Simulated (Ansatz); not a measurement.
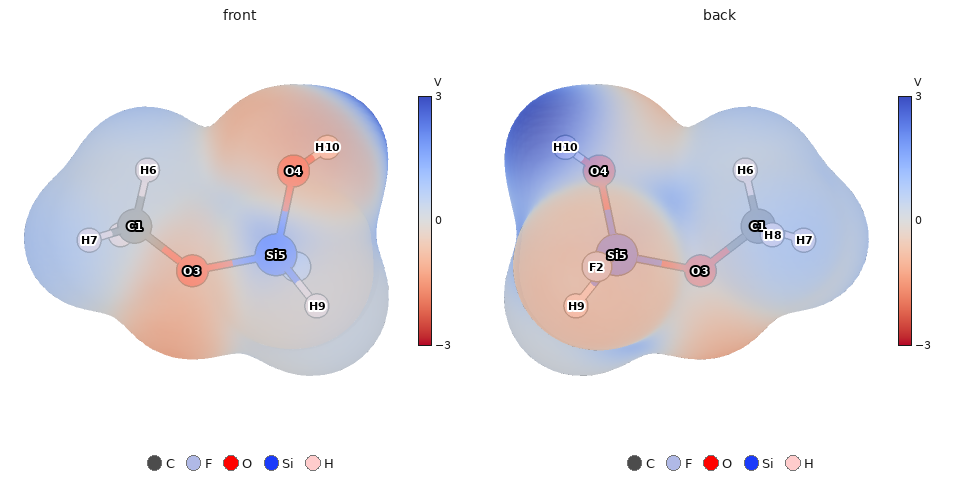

Figure 1: CH5FO2Si. The electrostatic potential painted on the density surface at 0.002 e/bohr³, seen from the front and from behind; red is negative and blue positive.

Geometry: B3LYP/6-31G*.

Method: isolated molecule in a Gaussian basis; Kohn-Sham density functional theory, functional PBE0 in Ansatz.

```xyz
10

C    -0.4878    0.6355    1.2774
F    -3.1134   -1.6223    1.1104
O    -0.7914   -0.5688    1.9782
O    -0.8862   -2.2042   -0.1423
Si   -1.5355   -1.8732    1.3395
H    -0.1306    0.4256    0.2633
H     0.2967    1.1571    1.8322
H    -1.3720    1.2818    1.2235
H    -1.3830   -2.9608    2.3167
H    -1.4935   -2.5332   -0.8188
```

### Which sites attract a positive test charge, and which a negative one?

A positive charge is drawn to the negative regions and a negative charge to the positive ones. The most negative region (about −1.1 V) lies over O3 and O4, the most positive (about +2.8 V) over H10.

### How polar is the molecule by this calculation?

Its dipole moment is 1.27 D.
